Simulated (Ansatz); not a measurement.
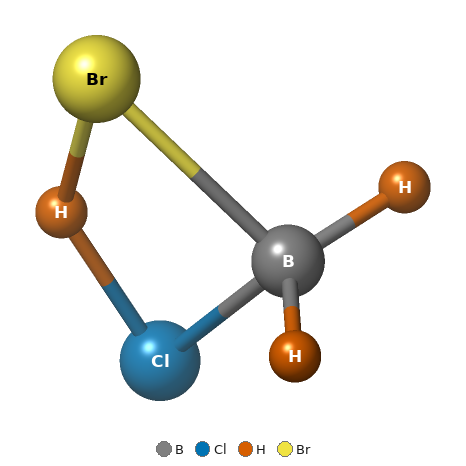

The structure as it stands in the input.

The calculation was set up as follows.

```yaml
crystal:
  periodic: [false, false, false]
  atoms:
    - {symbol: B, position_ang: [-0.488332, -0.272038, -0.272630]}
    - {symbol: Cl, position_ang: [1.273788, 0.161062, -1.007027]}
    - {symbol: H, position_ang: [-0.598541, -1.448019, -0.157649]}
    - {symbol: H, position_ang: [-1.310808, 0.432472, -0.757866]}
    - {symbol: H, position_ang: [1.152416, 0.598313, 0.506655]}
    - {symbol: Br, position_ang: [-0.028623, 0.528110, 1.688617]}
basis:
  gaussian: {orbitals: def2-SVP}
hamiltonian: {xc: pbe0, dispersion: d4}
md: {n_steps: 60, timestep: 1.0, temperature: 200, ensemble: nve, seed: 915, initial_velocities: maxwell_boltzmann}
```

It was started with:

```sh
ansatz run in.yaml --threads 2 --pin off --events-out ev --progress --plain --max-ram 4352MiB
```

Output (its end):

```
mean field -83268.21981030 eV, -3060.0506368020 hartree, gradient 2.2e-5 eV, S^2 0.000000; 0 other end points of the search recorded, 0 dependent functions left out
the calculation of the forces begins
reference -83268.21983278 eV, -3060.0506376281 hartree; 30, 30 occupied and 49, 49 virtual orbitals, 833 factors
833 factors; integrals over basis functions are off by at most 9.2e-4 eV
mean field -83268.21981030 eV, -3060.0506368020 hartree, gradient 2.2e-5 eV, S^2 0.000000; 1 other end points of the search recorded, 0 dependent functions left out
the calculation of the forces begins
reference -83268.21983278 eV, -3060.0506376281 hartree; 30, 30 occupied and 49, 49 virtual orbitals, 833 factors
md step    60: t =    60.00 fs  T =   805.2 K  F+E_penalty+E_count = -83268.31676099 eV  E_kin = 0.416324 eV  conserved = -83267.90043749 eV  (25 SCF iters, 3 dispersion substeps)
Total energy: -83268.31678347 eV, -3060.0542005003 hartree
Atom 0 at    -0.362863    -0.358320    -0.622614 Å, force     1.209210     0.800649    -0.709497 eV/Å
Atom 1 at     1.293898     0.111037    -1.211844 Å, force    -0.779748    -0.260587     0.042836 eV/Å
Atom 2 at    -0.503603    -1.488368    -0.328591 Å, force    -0.110561    -0.607481     0.317578 eV/Å
Atom 3 at    -1.265189     0.391824    -0.882785 Å, force    -0.009107     0.072659     0.142917 eV/Å
Atom 4 at     1.375818     0.746558     2.075890 Å, force    -1.004224    -0.212930    -0.383795 eV/Å
Atom 5 at    -0.059111     0.561128     1.810770 Å, force     0.694429     0.207690     0.589961 eV/Å
Dipole moment:     0.067740     0.090201     0.449422 e Å
```

Self-consistency was reached.
